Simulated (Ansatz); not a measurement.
Bands of a (9,9) silicon nanotube, along its axis.

Level of theory: PBE (plane waves to 420 eV, PAW; Ansatz, an electronic-structure program). Mesh 1×1×18. No spin polarisation. Isolated but for its images some 11 Å away. A hypothetical model, rolled from the flat sheet. Only distortions within the start's symmetry and period were free.

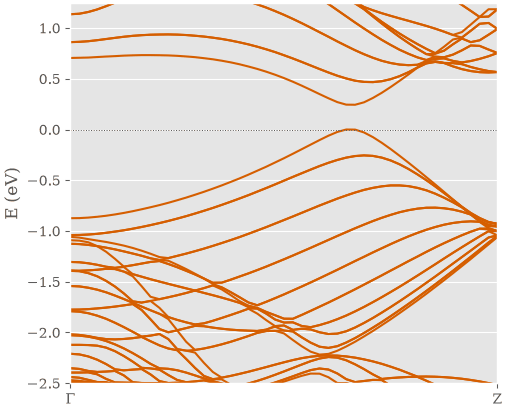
Bands from the zone centre to the zone edge (period 3.86 Å); the dotted line marks the highest filled level

Task: Is it a metal or a semiconductor at this level? Give what the bands show.

Result: A semiconductor in PBE.
| Property | Value |
|---|---|
| PBE gap | 0.24 eV, nearly direct, from k = 0.323 × 2π/c to k = 0.333 × 2π/c |
